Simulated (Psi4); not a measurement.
# One shape, several levels: AlHBrF (SMILES [F][AlH][Br])

Aim: a comparison of 5 runs (B3LYP/cc-pVDZ, BLYP/cc-pVDZ, PBE0/cc-pVDZ, TPSS/cc-pVDZ, revPBE/cc-pVDZ) of AlHBrF. 

The calculation is run with Psi4 1.11.

**1. The structure to begin with**

The species is AlHBrF (4 atoms), meant as a singlet with charge 0. As SMILES, `[F][AlH][Br]`. The F1–Al2 distance was set to 2.461 Å, away from the relaxed value.

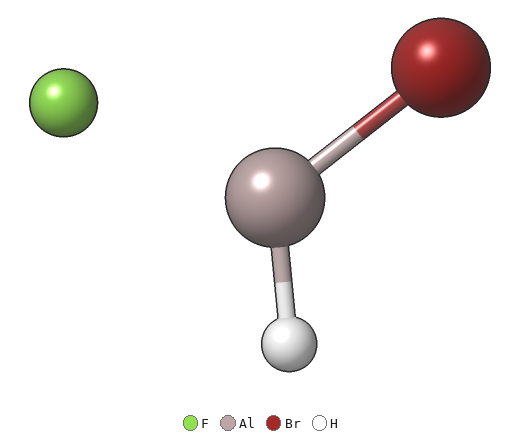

Viewed from a chosen angle; fluorine green, aluminium light grey, bromine red, hydrogen white.

**2. The energy at B3LYP/cc-pVDZ (run 1)**

Input file albrfh.py:

```python
import psi4

psi4.set_memory(1600000000)
psi4.set_num_threads(1)
psi4.set_output_file('run.log', False)

m = psi4.geometry("""
0 1
F      1.102493    -1.245741     1.891937
Al     0.132300     0.076200     0.056400
Br    -1.566600    -0.822700    -1.088000
H      0.710500     1.491300    -0.268800
symmetry c1
""")

options = {'basis': 'cc-pVDZ', 'reference': 'rks', 'puream': True, 'e_convergence': 1e-09, 'd_convergence': 1e-08, 'scf_type': 'pk', 'dft_radial_points': 99, 'dft_spherical_points': 590}
psi4.set_options(options)

energy_value, wavefunction = psi4.energy("b3lyp", molecule=m, return_wfn=True)
psi4.oeprop(wavefunction, "MAYER_INDICES", "WIBERG_LOWDIN_INDICES", "MULLIKEN_CHARGES", title="B3LYP")
print(f'total energy {energy_value:.8f} hartree = {energy_value * 27.211386:.5f} eV')
for k, v in sorted(psi4.core.scalar_variables().items()):
    print(f'{k:45s} {v:18.10f}')
```

Run with:

```console
$ python albrfh.py
```

run.log:

```text
[...]
  Running in c1 symmetry.
[...]
  Nuclear repulsion =  185.517539858163786
[...]
  Multiplicity = 1
[...]
  Nalpha       = 29
  Nbeta        = 29
[...]
    Number of basis functions: 64
[...]
   @RKS iter   1: -2916.79569421895758   -1.68276e+00   1.28872e-02 DIIS/ADIIS
[...]
   @RKS iter  13: -2917.07094915039806    4.54747e-13   1.46803e-09 DIIS
[...]
  @RKS Final Energy: -2917.07094915039806
   => Energetics <=
    Nuclear Repulsion Energy =            185.5175398581637864
    One-Electron Energy =               -4428.6086183999941568
    Two-Electron Energy =                1423.2213829434308536
    DFT Exchange-Correlation Energy =     -97.2012535519986898
    Empirical Dispersion Energy =           0.0000000000000000
    VV10 Nonlocal Energy =                  0.0000000000000000
    Total Energy =                      -2917.0709491503980644
[...]
 Multipole Moments:
 ------------------------------------------------------------------------------------
     Multipole            Electronic (a.u.)      Nuclear  (a.u.)        Total (a.u.)
 ------------------------------------------------------------------------------------
 L = 1.  Multiply by 2.5417464519 to convert [e a0] to [Debye]
 Dipole X            :         -5.8970708            5.3892005           -0.5078703
 Dipole Y            :         -2.1255811            3.1136432            0.9880621
 Dipole Z            :         -4.6124376            3.4610466           -1.1513910
 Magnitude           :                                                    1.5999688
[...]
```

On the terminal:

```text
total energy -2917.07094915 hartree = -79377.54359 eV
CURRENT ENERGY                                  -2917.0709491504
CURRENT REFERENCE ENERGY                        -2917.0709491504
DD SOLVATION ENERGY                                 0.0000000000
DFT FUNCTIONAL TOTAL ENERGY                     -2917.0709491504
DFT TOTAL ENERGY                                -2917.0709491504
DFT VV10 ENERGY                                     0.0000000000
DFT XC ENERGY                                     -97.2012535520
GRID ELECTRONS ALPHA                               29.0000000914
GRID ELECTRONS BETA                                29.0000000914
GRID ELECTRONS TOTAL                               58.0000001828
NUCLEAR REPULSION ENERGY                          185.5175398582
ONE-ELECTRON ENERGY                             -4428.6086184000
PCM POLARIZATION ENERGY                             0.0000000000
PE ENERGY                                           0.0000000000
SCF ITERATION ENERGY                            -2917.0709491504
SCF ITERATIONS                                     13.0000000000
SCF TOTAL ENERGY                                -2917.0709491504
TWO-ELECTRON ENERGY                              1423.2213829434
XC GRID RADIAL POINTS                              99.0000000000
XC GRID SPHERICAL POINTS                          590.0000000000
XC GRID TOTAL POINTS                           222725.0000000000
```

Wall time 24 s (1 thread of Intel Xeon Platinum 8259CL at 2.50GHz (Skylake/Cascade Lake), shared host); peak memory 0.8 GiB.

**3. Energy and forces at BLYP/cc-pVDZ (run 2)**

Input file job.dat:

```
memory 1.6 GB

molecule geom {
  F      1.102493    -1.245741     1.891937
  Al     0.132300     0.076200     0.056400
  Br    -1.566600    -0.822700    -1.088000
  H      0.710500     1.491300    -0.268800
  symmetry c1
}

set puream true
set e_convergence 1e-09
set d_convergence 1e-08
set scf_type pk
set dft_radial_points 99
set dft_spherical_points 590

gradient("blyp/cc-pVDZ")
```

Run with:

```console
$ psi4 job.dat job.out -n 1
```

job.out:

```text
[...]
  Running in c1 symmetry.
[...]
  Nuclear repulsion =  185.517539858163786
[...]
  Multiplicity = 1
[...]
  Nalpha       = 29
  Nbeta        = 29
[...]
    Number of basis functions: 64
[...]
   @RKS iter   1: -2916.74686893332273   -1.49557e+00   1.34355e-02 DIIS/ADIIS
[...]
   @RKS iter  14: -2917.04590299086021    9.09495e-13   1.03318e-09 DIIS
[...]
  @RKS Final Energy: -2917.04590299086021
   => Energetics <=
    Nuclear Repulsion Energy =            185.5175398581637864
    One-Electron Energy =               -4428.2167658514763389
    Two-Electron Energy =                1446.3955854949867899
    DFT Exchange-Correlation Energy =    -120.7422624925346923
    Empirical Dispersion Energy =           0.0000000000000000
    VV10 Nonlocal Energy =                  0.0000000000000000
    Total Energy =                      -2917.0459029908602133
[...]
  -Total Gradient:
     Atom            X                  Y                   Z
    ------   -----------------  -----------------  -----------------
       1        0.029464595961    -0.040820287215     0.056177147264
       2       -0.032785161468     0.037898006963    -0.057659072641
       3        0.007461917021     0.005977970799     0.003716896251
       4       -0.004108055178    -0.003035037111    -0.002214455588
[...]
```

It took 72 s on 1 thread of Intel Xeon Platinum 8259CL at 2.50GHz (Skylake/Cascade Lake), shared host; peak memory 0.8 GiB.

Runs 3 to 4 aren't shown in full; the table further down has their settings and results.

**4. A single-point energy at revPBE/cc-pVDZ (run 5)**

Input file calc.in:

```
memory 1600 MB

molecule mol {
  0 1
  F
  Al 1 2.4613
  Br 2 2.236947 1 117.71445
  H 2 1.562875 3 122.57274 1 179.99093
  symmetry c1
}

set {
  basis cc-pVDZ
  reference rks
  puream true
  e_convergence 1e-09
  d_convergence 1e-08
  scf_type pk
  dft_radial_points 99
  dft_spherical_points 590
}

E, wfn = energy('revpbe', return_wfn=True)
```

Run with:

```console
$ psi4 -i calc.in -o calc.out -n 1
```

calc.out:

```text
[...]
  Running in c1 symmetry.
[...]
  Nuclear repulsion =  185.517569065182130
[...]
  Multiplicity = 1
[...]
  Nalpha       = 29
  Nbeta        = 29
[...]
    Number of basis functions: 64
[...]
   @RKS iter   1: -2916.43779273563405   -1.51223e+00   1.31094e-02 ADIIS/DIIS
[...]
   @RKS iter  13: -2916.72074811468519   -4.82032e-11   6.38302e-09 DIIS
[...]
  @RKS Final Energy: -2916.72074811468519
   => Energetics <=
    Nuclear Repulsion Energy =            185.5175690651821299
    One-Electron Energy =               -4428.2647188246019141
    Two-Electron Energy =                1446.4470759389409977
    DFT Exchange-Correlation Energy =    -120.4206742942063357
    Empirical Dispersion Energy =           0.0000000000000000
    VV10 Nonlocal Energy =                  0.0000000000000000
    Total Energy =                      -2916.7207481146851933
[...]
 Multipole Moments:
 ------------------------------------------------------------------------------------
     Multipole            Electronic (a.u.)      Nuclear  (a.u.)        Total (a.u.)
 ------------------------------------------------------------------------------------
 L = 1.  Multiply by 2.5417464519 to convert [e a0] to [Debye]
 Dipole X            :          0.0002918           -0.0002111            0.0000808
 Dipole Y            :         -6.2912710            6.4433951            0.1521241
 Dipole Z            :          4.4750893           -3.0331076            1.4419817
 Magnitude           :                                                    1.4499838
[...]
```

Run time: 23 s. Hardware: 1 thread of Intel Xeon Platinum 8259CL at 2.50GHz (Skylake/Cascade Lake), shared host; peak memory 0.8 GiB.

**5. Overview of the runs**

```
run           level      task   energy (Eh)  dipole moment (D)  HOMO energy (eV)  LUMO energy (eV)  wall time
  1   B3LYP/cc-pVDZ    energy  -2917.070949               4.07             -7.73             -2.77       24 s
  2    BLYP/cc-pVDZ  gradient  -2917.045903               3.68             -6.08             -3.22       72 s
  3    PBE0/cc-pVDZ    energy  -2916.511434               4.16             -8.07             -2.57       24 s
  4    TPSS/cc-pVDZ    energy  -2916.963663               3.72             -6.34             -3.20       39 s
  5  revPBE/cc-pVDZ    energy  -2916.720748               3.69             -6.14             -3.25       23 s
```

**6. What came out**

| quantity | value |
| --- | --- |
| run 5: total energy | -2916.72075 Eh |
| run 5: dipole moment | 3.69 D |
| run 5: HOMO energy | -6.14 eV |
| run 5: LUMO energy | -3.25 eV |
| run 5: HOMO–LUMO gap | 2.89 eV |

**Reading.** The dipole moment (its size) runs from 3.68 D (BLYP/cc-pVDZ) to 4.16 D (PBE0/cc-pVDZ). The HOMO–LUMO gap runs from 2.86 eV (BLYP/cc-pVDZ) to 5.50 eV (PBE0/cc-pVDZ). Totals of different functionals can't be ranked against each other. All runs together took 3 min, the longest 72 s.
